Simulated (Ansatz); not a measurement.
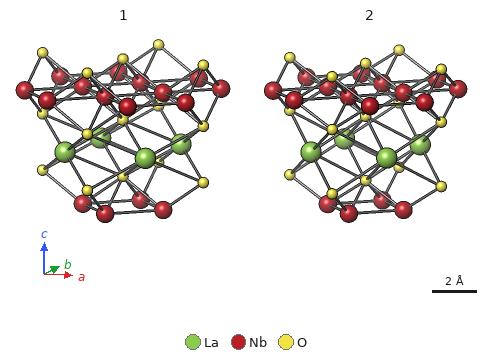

Two geometries of crystalline LaNb2O2 (a generated structure, set up in P4/mmm) (coarse preliminary run), drawn at one scale. One is the start of a relaxation, the other its converged end. Style: ball-and-stick. Shown: the atoms within 5.0 Å of the atom that moves most (axes of the cell of the calculation), slightly off an axis.

All numbers below come from DFT PBE, scalar-relativistic, plane waves, PAW in Ansatz 0.2.0. (plane-wave cutoff 420 eV; k-point mesh 4 × 4 × 4; occupations gaussian; smearing width 0.1 eV; no spin polarisation; cell and atoms relaxed; force threshold 0.04 eV/Å; at most 70 steps)

> Which of the two is the end point?

Structure 2 is the relaxed one. The largest moves relative to the cell, 0.19 Å, are those of O atoms. La and Nb stay in place. Cell: a = b 4.037 → 3.804 Å (−5.8 %), c 5.477 → 5.467 Å (−0.2 %). Volume −11.4 %. Among the contacts that change: Nb–O 2.470 → 2.266 Å, Nb–Nb 2.855 → 2.690 Å, La–Nb 3.402 → 3.330 Å, La–O 3.143 → 3.081 Å. The space group stays P4/mmm (No. 123). The energy falls by 248 meV per atom in 3 accepted moves (4 points after the start). Largest force component: 2.4 eV/Å at the start, 0.038 eV/Å at the end. The pressure goes from −16.73 to 0.06 GPa. The SCF was repeated once at an unchanged geometry on a basis and grid sized afresh for the cell, which shifted the energy by 1.7 meV per atom at most.

Limits of the set-up: the k-point mesh is coarse for a cell with partly filled bands.
